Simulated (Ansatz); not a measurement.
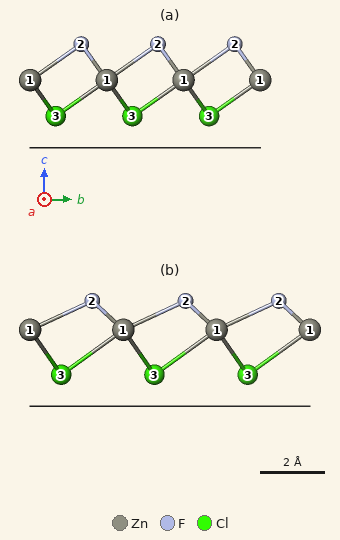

The structure of a slab of composition ZnClF before (top) and after (bottom) a relaxation, at one scale.

The picture is a ball-and-stick view of the 2 × 3 repeat of the cell, outlined in the plane, without the vacuum, seen along the a axis.

Method: Ansatz, DFT, PBE, plane waves, PAW. Settings: plane-wave cutoff 420 eV; k-point mesh 12 × 12 × 1; occupations fermi dirac; smearing width 0.02 eV; no spin polarisation; cell and atoms relaxed; force threshold 0.005 eV/Å.

**Describe what moved and what it gained.**

After 12 accepted moves (15 points after the start) the energy has fallen by 4.405 eV per cell of the calculation. The largest force component goes from 9.9 to 0.0021 eV/Å. The SCF was repeated 3 times at an unchanged geometry on a basis and grid sized afresh for the cell, which shifted the energy by 0.227 eV per cell of the calculation at most. Zn1 moves most relative to the cell and the layer's centre: 0.17 Å along the normal (+c). Largest moves by element: Zn 0.17 Å, Cl 0.11 Å, F 0.06 Å. In the plane the drawn cell goes a 5.598 → 6.805 Å (+21.6 %), b 8.397 → 10.207 Å (+21.6 %). Among the contacts that change: Cl3–Cl3 2.799 → 3.402 Å, Zn1–Cl3 1.976 → 2.423 Å, Zn1–F2 1.976 → 2.167 Å. Bond angles that change, for instance: Zn1–F2–Zn1 90.2° → 103.5°, F2–Zn1–F2 90.2° → 103.5°, F2–Zn1–Cl3 180.0° → 169.1°. The program noted that it reset the height of the cell.
